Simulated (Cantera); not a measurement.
Feed: 1 mol CF4, 0.12 mol Si, 0.96 mol H2, equilibrated at 0.825 Torr.

These are equilibrium values from Cantera (NASA tables, ideal gas, pure condensed phases), not measurements of a reactor. Candidate condensed phases: C, C6H6, C7H8, C8H18, Si, SiC; 113 gas species. The tables' values for SiF3, SiF2 are old estimates; treat these amounts as uncertain. Gases not in the tables: C2F6 and larger saturated fluorocarbons. Rates play no part.

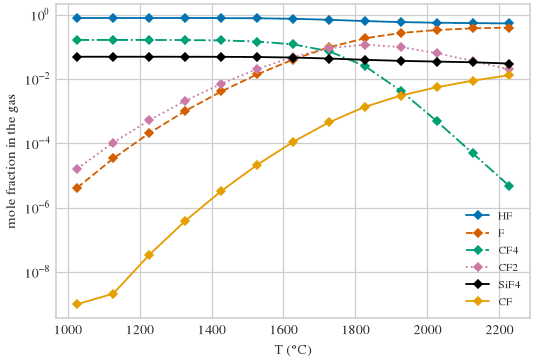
Figure: Equilibrium gas composition (values under 1e-9 drawn at 1e-9)

Q: Read off the mole fractions at 1927 °C.

A: HF about 0.59, F about 0.27, CF2 about 0.098, SiF4 about 0.037, CF4 about 0.0042, CF about 0.0031.
